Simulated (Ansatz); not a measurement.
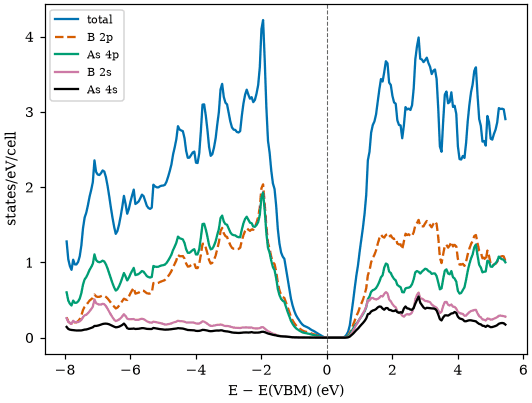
Figure: Total and projected density of states of BAs in space group P6_222 (No. 180; B on 3d, As on 3c), plane-wave PAW PBE (Ansatz code)

Task: Which orbitals carry the states next to the gap?

Result: Top 1 eV of the valence band: B 2p 54 %, As 4p 41 %. Bottom 1 eV of the conduction band: B 2p 36 %, As 4p 22 %, B 2s 20 %, As 4s 13 %, outside the projected shells 9 %. Projections are on Löwdin-orthogonalised atomic valence shells; empty p or d shells of many metals are not among them.

Task: Where is the tallest occupied peak in this window, and what makes it?

Result: Near -1.9 eV, about 4.2 states/eV per cell; the largest projected share is B 2p.

The start of the workflow was typed in or built on a structure type; neither database checked (COD, Materials Project) lists it. It is not the phase usual at ambient conditions (space group No. 216). Symmetry was held in the PBE relaxation; its stability against distortions is not shown here. Its formation energy is positive at this level, so the cell may be metastable or incomplete. Scalar-relativistic: spin–orbit coupling is off unless named, which matters more the heavier the elements.

Potentials: the earlier of the program's two PAW sets.
